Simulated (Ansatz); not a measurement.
Input file:

```
crystal:
  periodic: [false, false, false]
  atoms:
    - { symbol: Si, position_ang: [-0.2734, 0.1826, -0.6103] }
    - { symbol: O, position_ang: [0.9707, 1.0631, 0.7838] }
    - { symbol: H, position_ang: [0.5114, -0.4274, -1.6776] }
    - { symbol: H, position_ang: [-1.4605, 1.0172, -0.6483] }
    - { symbol: C, position_ang: [-0.7169, -1.2831, 0.5331] }
    - { symbol: H, position_ang: [1.054, 1.8208, -0.2327] }
    - { symbol: F, position_ang: [0.5877, 1.8386, -1.3416] }
    - { symbol: H, position_ang: [1.7768, 0.5657, 0.8857] }
    - { symbol: H, position_ang: [0.127, -1.9454, 0.7106] }
    - { symbol: H, position_ang: [-1.5067, -1.8852, 0.0936] }
    - { symbol: H, position_ang: [-1.0702, -0.9466, 1.5036] }
basis:
  gaussian: { orbitals: def2-SVP }
hamiltonian:
  xc: pbe
relax:
  f_tol: 0.15
  max_steps: 25
  restrain:
    - { distance: [0, 6], at: 2.98, k: 30.0 }
    - { distance: [5, 1], at: 2.27, k: 30.0 }
    - { distance: [0, 1], at: 1.77, k: 30.0 }
    - { distance: [5, 6], at: 0.88, k: 30.0 }
output:
  orbitals: {}
```

Run with:

```sh
ansatz run input.yaml --threads 2 --pin off --max-ram 3072MiB --backend cpu --events-out ev --progress --plain --runs-dir out
```

The fields are those of the run's last geometry, not of the input's.

Not at a stationary point (largest force 1.4 eV/Å).

Level of theory: Ansatz, RKS PBE/def2-SVP.

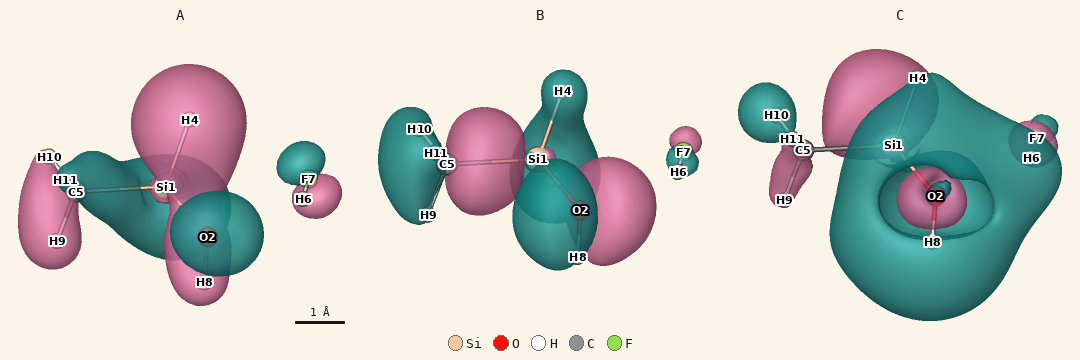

CH$_{6}$OSi···HF. Three frontier orbitals at ±0.08 Å⁻³ᐟ² (teal and pink are the two phases), in no order.

Q: Order the three orbitals by energy and name them.

A: A is the HOMO−1 (−7.58 eV). By Hirshfeld shares it lies mainly on Si1 (about 25 %), O2 (about 20 %), H4 (about 20 %), H3 (about 15 %) and C5 (about 5 %). B is the HOMO (−6.87 eV). By Hirshfeld shares it lies mainly on O2 (about 50 %), C5 (about 15 %), Si1 (about 15 %) and H3 (about 10 %). C is the LUMO (−0.25 eV). By Hirshfeld shares it lies mainly on Si1 (about 35 %), H8 (about 20 %) and O2 (about 20 %).

Q: What is the HOMO–LUMO gap?

A: 6.62 eV between the orbital energies.
